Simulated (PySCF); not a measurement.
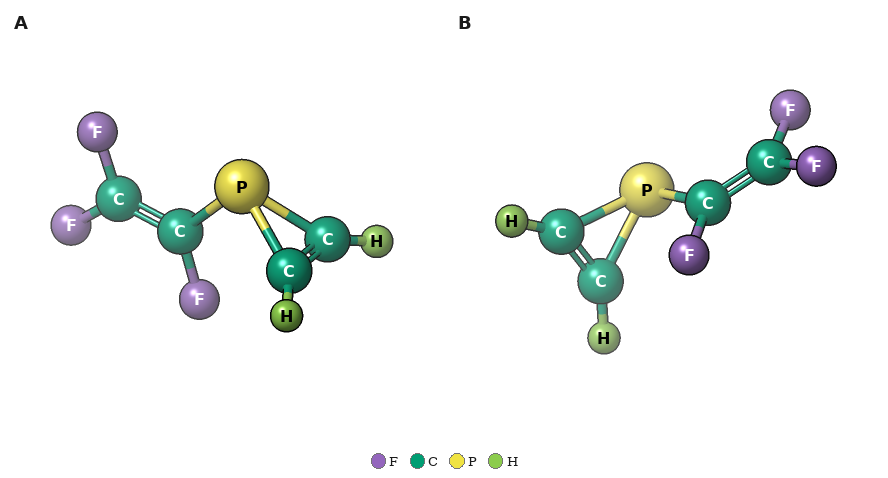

Distant atoms are faded towards the background colour. Computed geometry: GFN2-xTB optimisation. No frequency run is at hand to confirm it as a minimum.

### How are A and B related: the same structure turned, mirror images, conformers, diastereomers or constitutional isomers?

They are the same structure, C4H2F3P (FC(F)=C(F)P1C=C1), seen from two directions. With point group Cs it is achiral, so its mirror image would be the same too.
